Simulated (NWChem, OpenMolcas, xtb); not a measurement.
**InCl2F (SMILES [F][In]([Cl])[Cl]): methods side by side**

InCl2F has 4 atoms, charge 0, and is taken as a singlet. As SMILES, `[F][In]([Cl])[Cl]`. Geometry: relaxed at PBE0-D4/def2-TZVP.

```jsonl
{"atom": "F", "x (Å)": "0.2309", "y (Å)": "0.9921", "z (Å)": "1.6789"}
{"atom": "In", "x (Å)": "0.0191", "y (Å)": "0.0092", "z (Å)": "0.0356"}
{"atom": "Cl", "x (Å)": "1.2002", "y (Å)": "-1.9333", "z (Å)": "-0.1958"}
{"atom": "Cl", "x (Å)": "-1.3947", "y (Å)": "0.8717", "z (Å)": "-1.5390"}
```

Quantity: the vertical energy of the triplet above the singlet, in eV. The values are calculated.

```csv
level,kind,program,value (eV),less CCSD(T)/def2-SVP
GFN0-xTB,semi-empirical,xtb,3.90,-1.82
HF/def2-SVP (core potential),Hartree–Fock,OpenMolcas,6.10,+0.38
SVWN5/def2-SVP (core potential),LDA,OpenMolcas,4.40,-1.32
revPBE/def2-SVP (core potential),GGA,OpenMolcas,4.44,-1.28
M06-L/def2-SVP (core potential),meta-GGA,OpenMolcas,4.95,-0.77
B3LYP/def2-SVP (core potential),global hybrid,OpenMolcas,4.81,-0.91
BHLYP/def2-SVP (core potential),global hybrid,OpenMolcas,5.35,-0.37
M06-2X/def2-SVP (core potential),hybrid meta-GGA,OpenMolcas,5.63,-0.09
MP2/def2-SVP (core potential),perturbation theory,NWChem,5.97,+0.25
"CCSD(T)/def2-SVP (core potential), open shells restricted",coupled cluster or CI,OpenMolcas,5.72,0.00
```

Differences are taken from CCSD(T)/def2-SVP (core potential), open shells restricted for orientation; it has basis-set and higher-order errors of its own. Spin-orbit coupling, which can split open shells on such heavy atoms by tenths of an eV, is left out. The values span 3.90 to 6.10 eV. The xTB rows lack spin polarisation, so open shells miss the exchange term that lowers them. A triplet this far above the singlet is often a Rydberg-like or dissociative state; sets without diffuse functions put Rydberg states too high. B3LYP/def2-SVP (core potential) lies far from functionals of the same kind, perhaps in another electronic state. In the correlated wave-function rows the outer d shell of In is correlated, in sets not made for it.

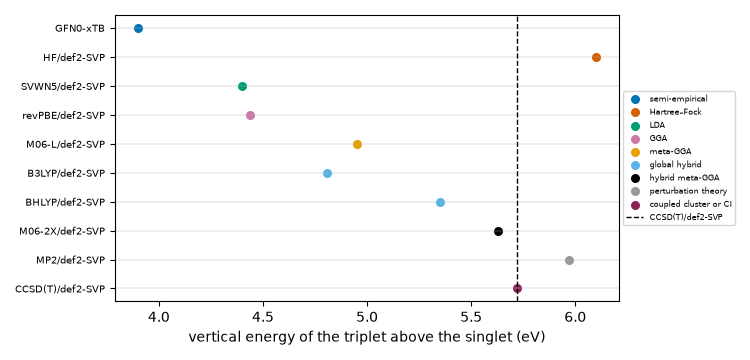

The values of the table, level by level.
